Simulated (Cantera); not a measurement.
Input: 1 mol HMDSO, 1.2 mol O3, at 1330 Pa.

Method: chemical equilibrium by Gibbs-energy minimisation in Cantera with the NASA 1993 tables (ideal gas, pure condensed phases). Candidate condensed phases: C, C6H6, C7H8, C8H18, H2O, Si, SiC, SiO2; 123 gas species. The feed counts by its element totals alone. Mutual solubility and eutectic melting of coexisting phases are not modelled. The tables hold silica as quartz up to 1696 K and as liquid above; real silica turns to tridymite and cristobalite and melts near 1996 K. Equilibrium is a limit: real reactors are often held back by kinetics, nucleation or transport.

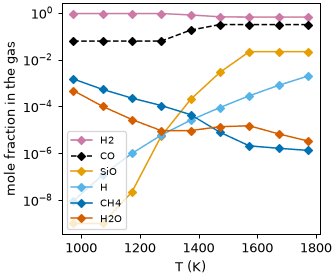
Figure. Equilibrium gas composition (values under 1e-9 drawn at 1e-9)

From 973 K to 1273 K the condensed part is C(graphite) + SiO2(β-quartz). At 1373 K the condensed part is C(graphite) + SiC(s) + SiO2(β-quartz). At 1473 K the condensed part is SiC(s) + SiO2(β-quartz). From 1573 K to 1773 K the condensed part is SiC(s).
